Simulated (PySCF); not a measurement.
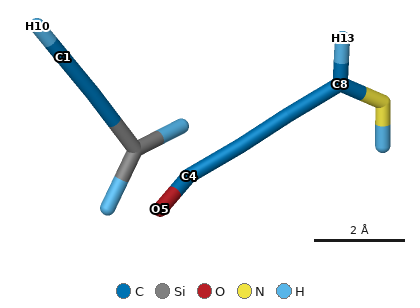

Figure 1. The structure as given in the input (stick view, seen at a tilt; atoms are numbered from 1 in the order of the input). Sticks are drawn by distance; a stretched bond gets none, so the picture shows separate pieces.

EPR calculation, with input and output: C6H5NOSi (charge +1)

C6H5NOSi, charge +1, multiplicity 2, computed with UKS B3LYP, pcH-1 on C H N O Si, non-relativistic, mean-field spin-orbit, GIAO (PySCF 2.14.0).

It belongs to a series of runs on one base structure; here: electron removed.

**The program's output**
```
UKS, coarse grid
  cycle   1  E = -650.45282948  |g| = 6.58e-01
  cycle   2  E = -649.11369739  |g| = 1.77e+00
  cycle   3  E = -650.56010087  |g| = 4.02e-01
  cycle   4  E = -650.63162313  |g| = 1.81e-01
  cycle   5  E = -650.64135547  |g| = 1.19e-01
  cycle   6  E = -650.64819788  |g| = 2.59e-02
  cycle   7  E = -650.64851917  |g| = 1.77e-02
  cycle   8  E = -650.64867864  |g| = 6.15e-03
  cycle   9  E = -650.64870534  |g| = 2.54e-03
  cycle  10  E = -650.64871076  |g| = 1.45e-03
  cycle  11  E = -650.64871108  |g| = 1.35e-03
  cycle  12  E = -650.64871358  |g| = 4.45e-04
UKS, final grid
  cycle   1  E = -650.64870859  |g| = 1.03e-03
  cycle   2  E = -650.64870586  |g| = 2.84e-03
  cycle   3  E = -650.64870903  |g| = 2.06e-04
  cycle   4  E = -650.64870906  |g| = 9.05e-05
  cycle   5  E = -650.64870907  |g| = 7.40e-05
  cycle   6  E = -650.64870908  |g| = 2.32e-05
  cycle   7  E = -650.64870908  |g| = 1.33e-05
E = -650.64870908 Eh   <S^2> = 0.7618 (exact 0.7500)
g shifts (ppm)      1          2          3
  rmc          -237       -237       -237
  gc             34         -4         46
  oz_so       -3038         49       4106
  total       -3241       -192       3915
hyperfine (MHz)  atom isotope    a_iso     a_fc   dipolar eigenvalues
    0   13C      10.28      10.30     -8.96     -8.08     17.04
    1   13C       4.85       4.81     -3.12     -2.56      5.69
    2  29Si     -54.66     -54.86    -57.46     28.56     28.90
    3   13C      18.10      18.25    -21.45    -12.38     33.83
    4   17O     -28.41     -28.52   -117.33     55.33     62.00
    5   13C      98.87      98.87    -16.46     -2.45     18.91
    6   13C      25.06      25.25    -16.83    -15.20     32.03
    7   13C     -11.41     -11.41     -9.28      3.47      5.81
    8   14N       4.34       4.31     -6.26     -5.65     11.92
    9    1H      -8.18      -8.18     -4.42     -1.03      5.45
   10    1H      15.04      15.03     -4.58     -0.62      5.19
   11    1H      20.36      20.35     -4.35     -0.51      4.86
   12    1H       3.22       3.22     -1.67     -0.60      2.27
   13    1H      -7.91      -7.94     -5.52     -1.58      7.10
```

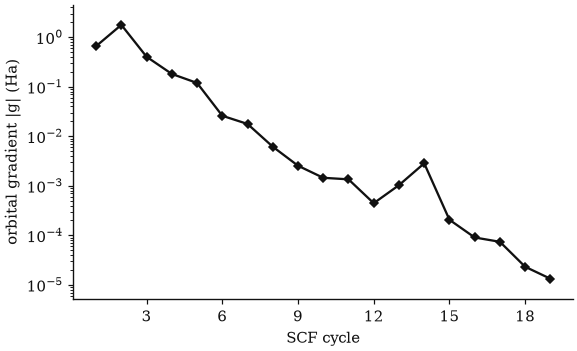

Figure 2. Convergence of the self-consistent field: orbital gradient |g| against the SCF cycle. All cycles printed in the log are drawn one after another.

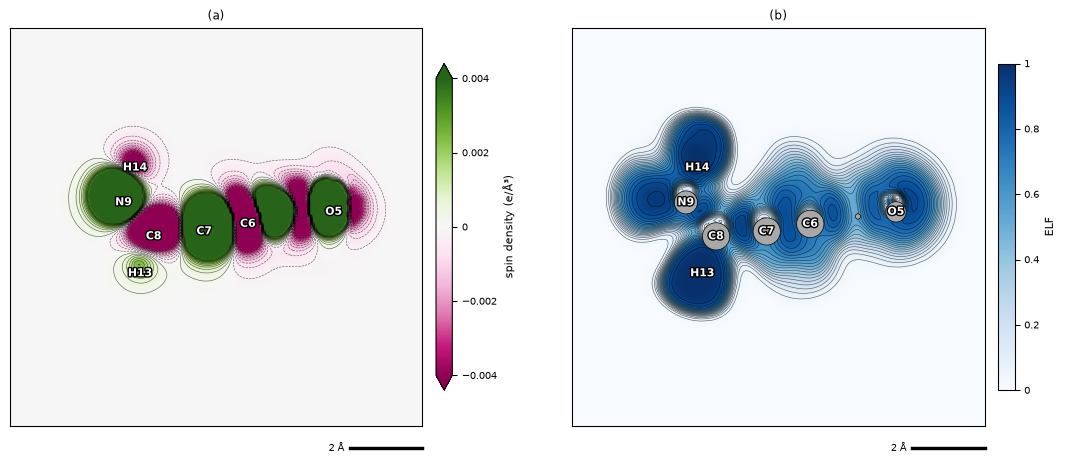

Figure 3. (a) spin density; (b) ELF on the plane of atoms N9, C8 and H13. Grey discs, where drawn, cover atomic cores. C–C (1.23 Å): the ELF peaks at about 0.90 between the atoms; a multiple bond by its length, whose ELF region spreads away from the axis. C–N (1.26 Å): the ELF peaks at about 0.90 between the atoms; a multiple bond by its length, whose ELF region spreads away from the axis. N–H (1.02 Å): the ELF climbs to about 0.95 towards the hydrogen, as it does in any bond to H. The unpaired spin (1 electron) lies mostly on O5 (about 0.3), Si3 (about 0.2), C4 (about 0.1), C7 (about 0.1) and N9 (about 0.1), in electrons by Hirshfeld's partition.

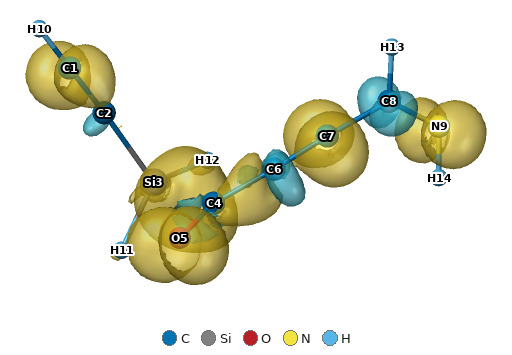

Figure 4. Isosurfaces of the spin density at +0.015 (yellow) and −0.015 e/Å³ (cyan), seen at a tilt. The unpaired spin (1 electron) lies mostly on O5 (about 0.3), Si3 (about 0.2), C4 (about 0.1), C7 (about 0.1) and N9 (about 0.1), in electrons by Hirshfeld's partition.

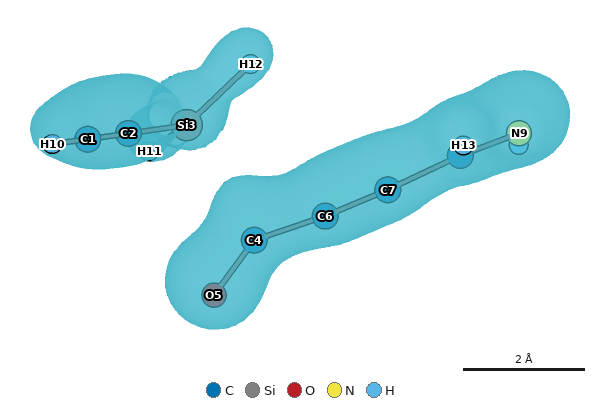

Figure 5. Isosurface of the total electron density at 0.6 e/Å³ (cyan), seen from the side. At this value the surface falls into two separate pieces. It is pinched off along the C···Si (2.25 Å) contacts. On the grid the lowest density along these lines, outside the cores, is 0.37 e/Å³ (C···Si, 2.25 Å), 2.5 e/Å³ (C–O, 1.17 Å), 2.3 e/Å³ (C–C, 1.21 Å) and 1.9 e/Å³ (C–N, 1.26 Å).

This output came from the following input.

**Input file**
```
{"job": {"kind": "epr", "basis": "pcH-1"}, "charge": 1, "multiplicity": 2}
C     -3.466444     0.549943     1.083555
C     -2.677644     0.050650     0.317644
Si    -1.528812    -0.748594    -0.860098
C     -0.187385    -1.456637     0.799499
O     -0.637863    -2.431583     1.261594
C      0.809864    -0.548606     0.851173
C      1.671149     0.326595     0.854034
C      2.675939     1.304827     0.736872
N      3.665918     1.258898    -0.034514
H     -4.156378     0.991674     1.748980
H     -1.881504    -2.061407    -1.376999
H     -0.668209     0.152445    -1.618648
H      2.537136     2.194238     1.349572
H      3.843555     0.417085    -0.574780
```

The first line tells a small driver script what to run in PySCF; the rest is the geometry in Å.

Launched with:
```bash
OMP_NUM_THREADS=1 python <driver script> task.json out
```

**Key numbers**

| quantity | value |
| --- | --- |
| outcome | converged |
| total energy | −650.648709 hartree |
| ⟨S²⟩ | 0.762 |
| isotropic g | 2.0025 |
| hardware | 1 CPU thread, shared host |
| wall time | 2 min |
| peak memory | 0.96 GiB |
